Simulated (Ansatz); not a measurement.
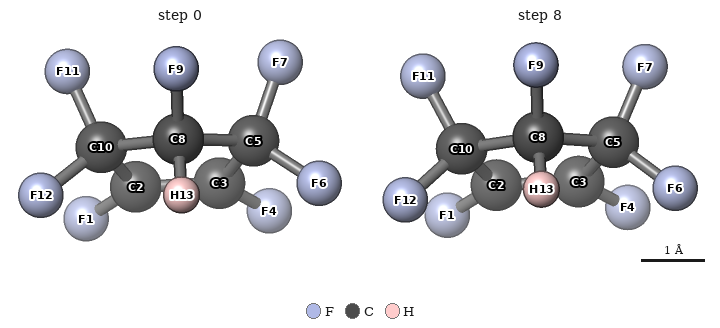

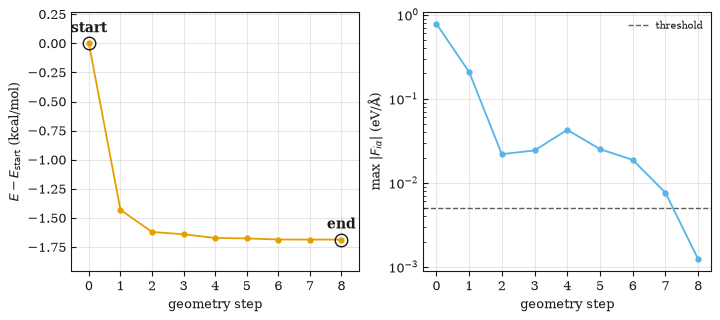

First and last geometry of a relaxation of C₅HF₇, with the history of the run. The picture is a ball-and-stick view, seen from a free direction.

The start comes from PBE-D4/def2-SVP.

Method: RKS PBE0-D4/def2-TZVP in Ansatz.

The input:
```yaml
crystal:
  periodic: [false, false, false]
  atoms:
    - {symbol: F, position_ang: [-2.066899, -1.205231, -1.214974]}
    - {symbol: C, position_ang: [-1.073618, -0.656770, -0.535302]}
    - {symbol: C, position_ang: [-0.933165, -0.594296, 0.806043]}
    - {symbol: F, position_ang: [-1.759553, -1.068347, 1.723569]}
    - {symbol: C, position_ang: [0.347819, 0.092896, 1.196424]}
    - {symbol: F, position_ang: [0.142670, 0.994175, 2.201421]}
    - {symbol: F, position_ang: [1.292094, -0.788244, 1.631993]}
    - {symbol: C, position_ang: [0.802394, 0.778166, -0.119018]}
    - {symbol: F, position_ang: [2.156519, 0.777506, -0.260738]}
    - {symbol: C, position_ang: [0.092525, -0.020863, -1.243470]}
    - {symbol: F, position_ang: [0.934824, -0.947479, -1.781831]}
    - {symbol: F, position_ang: [-0.324519, 0.786130, -2.262932]}
    - {symbol: H, position_ang: [0.409407, 1.817455, -0.126286]}
basis:
  gaussian: {orbitals: def2-TZVP}
hamiltonian: {xc: pbe0, dispersion: d4}
relax: {f_tol: 0.005, max_steps: 150}
```

Run as
```bash
ansatz run in.yaml --threads 4 --pin off --events-out ev --progress --plain --max-ram 66560MiB --backend cuda --devices 0, --max-vram 37GiB
```

Q: What do the curves and the structures tell?

A: It converged. The largest moves after the best rigid fit, 0.11 Å, are those of F7 and F11. By element the largest moves are F 0.11 Å, H 0.10 Å, C 0.03 Å. Among the contacts that change: C2–C3 1.350 → 1.327 Å, C8–H13 1.111 → 1.093 Å, C10–F11 1.363 → 1.346 Å, C10–F12 1.365 → 1.352 Å. Over 8 geometry steps the energy falls by 1.69 kcal/mol. Largest force component: 0.78 eV/Å at the start, 0.0012 eV/Å at the end.
